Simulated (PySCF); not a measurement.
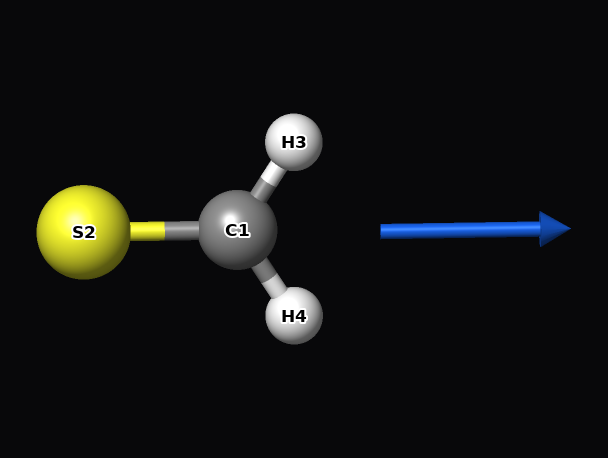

The arrow beside the molecule shows the direction of the dipole moment, from the negative to the positive end (its length means nothing). The geometry was computed by an optimisation with PBE0-D3(BJ)/def2-SVP. No frequency run is at hand to confirm it as a minimum. Level of theory: CAM-B3LYP/def2-SVPD in tetrahydrofuran (IEF-PCM) (PySCF 2.14.0).

Question: Estimate the dipole moment.

Answer: 2.46 D; it points from the side of S2 to the side of H3, H4 (the outermost atoms at the two ends).
